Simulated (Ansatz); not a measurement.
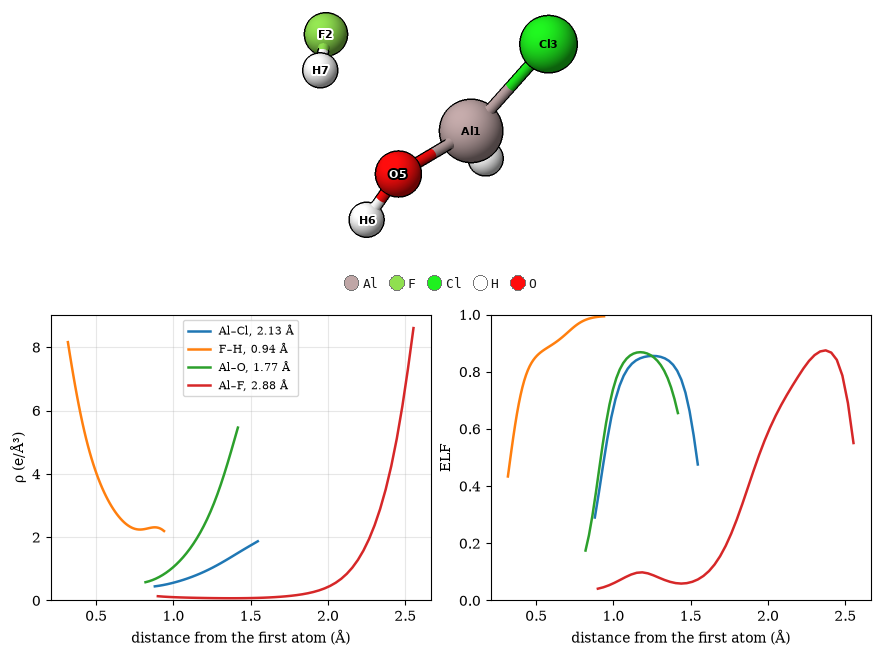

*AlClH2O···HF. Electron density and electron localisation function along straight lines between neighbouring atoms. The curves leave out the atomic cores. The structure is drawn too.*

Not at a stationary point (largest force 0.6 eV/Å).

Level of theory: Ansatz 0.2.0, RKS PBE-D4/cc-pVDZ.

```csv
atom,x (Å),y (Å),z (Å)
Al,0.1019,-0.5147,-0.5061
F,0.1105,-0.0521,2.3329
Cl,1.9306,0.4663,-0.9943
H,-1.2923,0.0739,-0.9750
O,0.3229,-2.0756,0.3008
H,-0.4720,-2.6306,0.4304
H,0.3854,-0.9377,2.1855
```

Question: Compare the contacts.

Answer: Al–Cl (2.13 Å): ρ at the midpoint is about 0.66 e/Å³; the ELF peaks at about 0.85 in the valence shell of Cl, 0.9 Å from its nucleus, and is about 0.80 at the midpoint.
F–H (0.94 Å): the density is about 4.5 e/Å³ at the midpoint; the ELF climbs to about 1 towards the hydrogen, as it does in any bond to H (an ordinary covalent bond to hydrogen).
Al–O (1.77 Å): ρ at the midpoint is about 0.69 e/Å³; the ELF peaks at about 0.85 in the valence shell of O, 0.6 Å from its nucleus, and is about 0.40 at the midpoint.
Al1···F2 (2.88 Å): the density falls to about 0.07 e/Å³ on the way; the ELF is about 0.05 at the midpoint.
